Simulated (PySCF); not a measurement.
C$_{6}$H$_{15}$PS

Input

```
{"job": {"kind": "nmr", "xc": "PBE0", "basis": "pcSseg-1"}, "charge": 0, "multiplicity": 1}
C     -3.550229     0.377051     0.571999
C     -2.089916    -0.050238     0.620107
C     -1.595848    -0.533683    -0.738749
C     -0.148767    -1.004263    -0.672965
P      0.975411     0.374380    -0.186439
S      0.669001     2.076303    -1.043899
C      2.664994    -0.329984    -0.407166
C      3.699197     0.648302     0.131926
H     -4.184493    -0.463667     0.298510
H     -3.687576     1.165802    -0.163370
H     -3.872812     0.750207     1.540774
H     -1.963683    -0.843725     1.361865
H     -1.473966     0.802922     0.926104
H     -1.663037     0.292219    -1.452487
H     -2.228730    -1.347971    -1.100392
H     -0.028235    -1.826617     0.036981
H      0.187861    -1.342649    -1.659786
H      0.891146     0.374620     1.212130
H      2.726395    -1.295642     0.100625
H      2.809288    -0.487828    -1.481064
H      3.595643     1.610207    -0.368839
H      4.707917     0.275783    -0.033612
H      3.555686     0.805455     1.200751
```

Launched as:

```sh
OMP_NUM_THREADS=1 python probes_run.py task.json out
```

Geometry: GFN2-xTB.

Level of theory: PBE0/pcSseg-1, SCF density, gas phase, non-relativistic in PySCF.

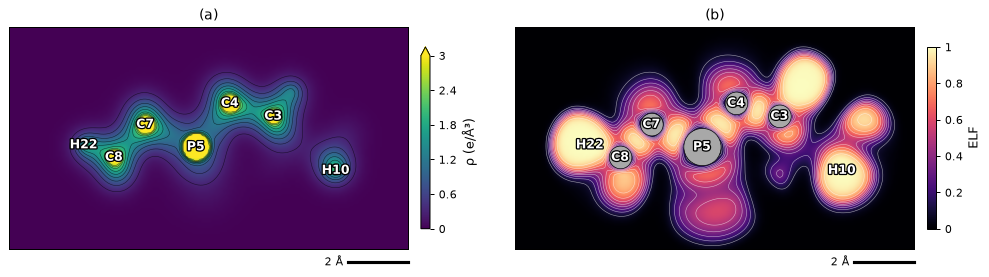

Figure 1. (a) total electron density; (b) electron localisation function on the plane of atoms C4, P5 and C7. Grey discs cover the atomic cores in the ELF map.

Describe what can be read from this map.

Answer.
- The section cuts through C, P and H sites.
- C–C (1.52 Å): ρ at the midpoint is about 1.6 e/Å³; the ELF peaks at about 0.95 between the atoms, as expected for localised, covalent bonding.
- C–P (1.84 Å): ρ is about 1.2 e/Å³ halfway; the ELF peaks at about 0.95 between the atoms; a shared electron pair.
- C–H (1.09 Å): ρ is about 2 e/Å³ halfway; the ELF climbs to about 1 towards the hydrogen, as it does in any bond to H; a covalent bond by its length.

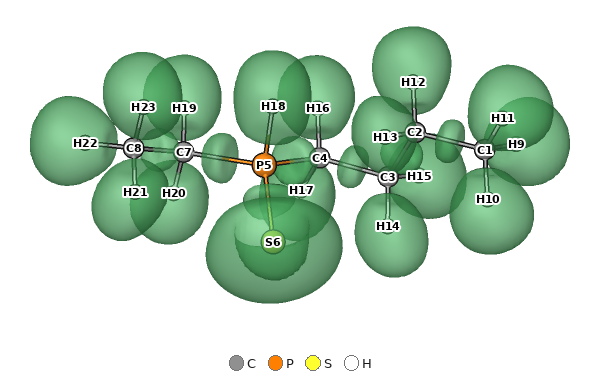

Figure 2. Isosurface of the ELF at 0.8 (green), seen from one side. Core shells and regions of very low density are left out.

Describe the localisation domains.

Answer. At this value the surface marks out four regions between bonded C–C atoms (shared pairs), two regions between bonded C–P atoms (shared pairs), one region between bonded P–S atoms (shared pairs), 15 regions around hydrogen nuclei and one ring or bowl of non-bonding electrons around S.

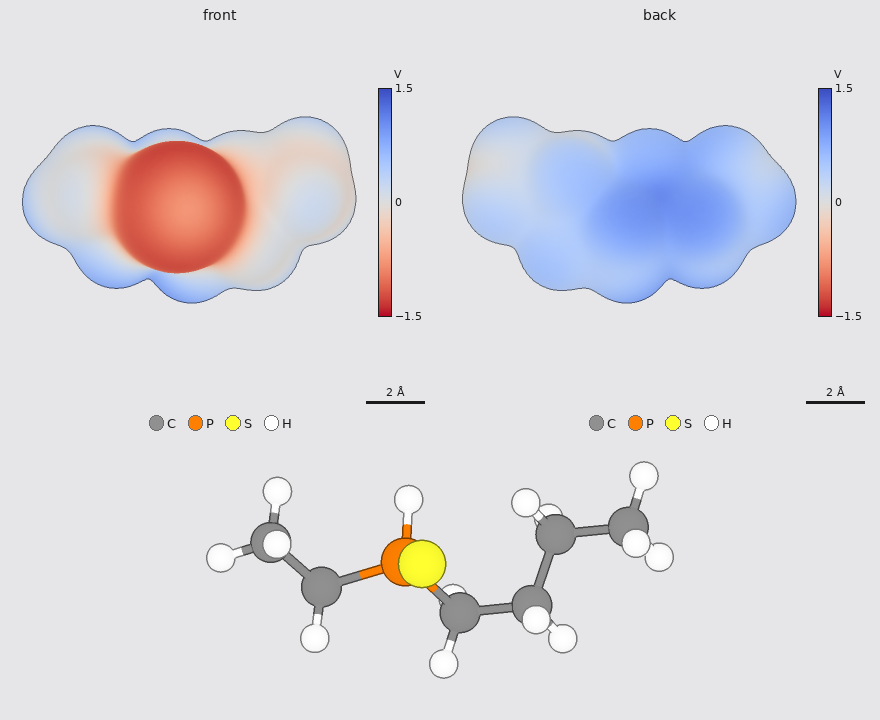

Figure 3. The electrostatic potential painted on the density surface at 0.001 e/bohr³, seen from the front and from behind; red is negative and blue positive. The bare structure is drawn below in the same view.

Where is the surface potential most negative and most positive?

Answer. The most negative region (about −1.3 V) lies over S6, the most positive (about +1.0 V) over P5, H16 and H19.

How polar is the molecule by this calculation?

Answer. Its dipole moment is 4.27 D.

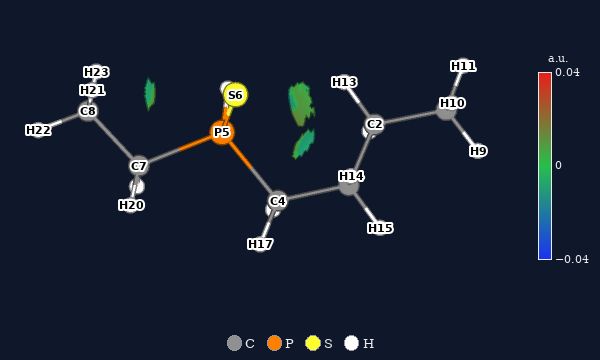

Figure 4. Non-covalent interaction (NCI) plot: the surface where the reduced density gradient is 0.4, for densities under 0.05 a.u., coloured by sign(λ₂)ρ; seen across its widest extent.

Which non-covalent interactions does the plot reveal?

Answer. Between H13 and C2 on one side and P5 on the other: a weak contact, attractive (blue-green) on one side and crowded (olive to red) on the other; near H14, C3 and S6: mostly steric crowding (olive to red); near H21, C8 and S6: mostly steric crowding (olive to red).
